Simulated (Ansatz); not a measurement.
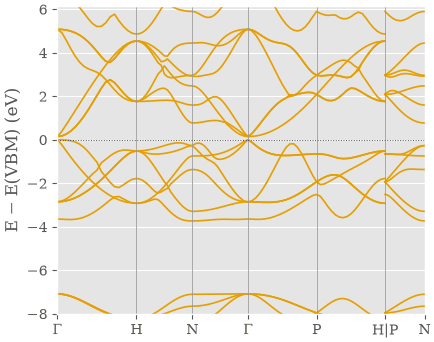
Figure. Band structure from plane-wave PAW PBE+D3(BJ) (Ansatz code)

Read off the gap and where the band edges lie.

About 0.1 eV (0.15 eV by a search for the band edges); maximum at Γ, minimum at Γ.

The material is Sb in space group I-43m (No. 217; Sb on 8c).

The start of the workflow was typed in or built on a structure type; neither database checked (COD, Materials Project) lists it. It is not the phase usual at ambient conditions (space group No. 166). Symmetry was held in the PBE+D3(BJ) relaxation; whether a distortion lowers the energy is not shown. Scalar-relativistic: spin–orbit coupling is off unless named, which matters more the heavier the elements.

Potentials: the later of the program's two PAW sets.
